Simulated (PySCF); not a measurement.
C4H7ClF2Si

```xyz
15

F    -2.6251    1.5787   -1.0915
C    -2.2740    0.9727    0.0776
F    -3.4170    0.4046    0.5533
Si   -0.9317   -0.3751   -0.2368
C     0.3159   -0.6402    1.1400
C     0.8573    0.2150   -0.0275
C     1.9557   -0.3825   -0.8437
Cl    3.4754   -0.4792    0.1198
H    -1.9962    1.7702    0.7807
H    -1.3517   -1.3746   -1.1975
H     0.2257   -0.1427    2.0957
H     0.7849   -1.6074    1.2453
H     1.0561    1.2511    0.2265
H     1.7283   -1.4037   -1.1449
H     2.1921    0.2212   -1.7189
```

Geometry: GFN2-xTB.

Method: wB97X-D/def2-SVPD, SCF density, gas phase in PySCF.

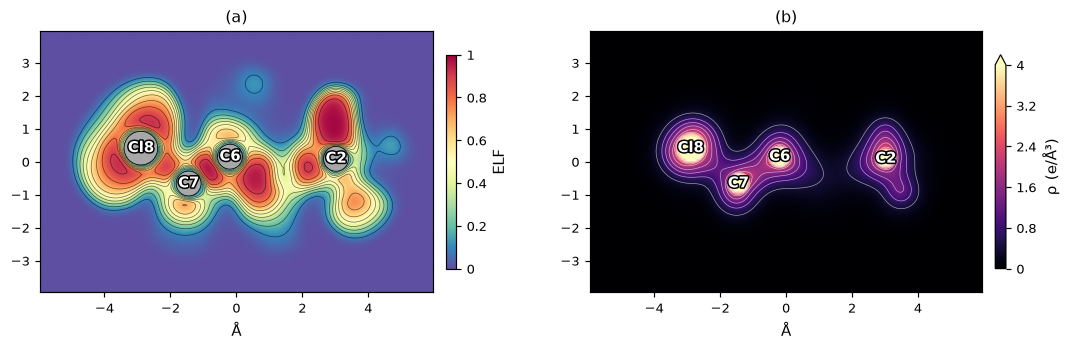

Figure 1. (a) electron localisation function; (b) electron density on the plane of atoms C6, C7 and Cl8. Grey discs cover the atomic cores in the ELF map.

Q: Describe what can be read from this map.

A: The plane passes through C and Cl nuclei.
C–C (1.49 Å): the density is about 1.7 e/Å³ at the midpoint; the ELF peaks at about 0.95 between the atoms, as expected for a shared electron pair.
C–Cl (1.80 Å): ρ at the midpoint is about 1.3 e/Å³; the ELF peaks at about 0.90 between the atoms, as expected for a covalent bond.
The ELF also peaks beside Cl8, away from the bonds: lone-pair regions.

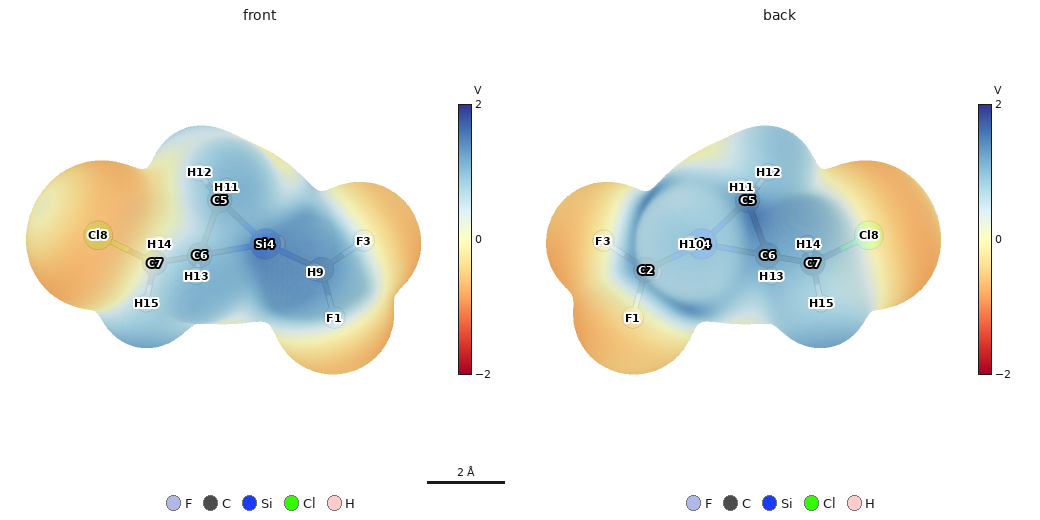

Figure 2. The electrostatic potential painted on the density surface at 0.002 e/bohr³, seen from the front and from behind; red is negative and blue positive.

Q: Describe the electrostatic potential map.

A: The most negative region (about −0.8 V) lies over F1, F3 and Cl8, the most positive (about +1.5 V) over the C, H and Si atoms.

Q: How polar is the molecule by this calculation?

A: Its dipole moment is 0.29 D.
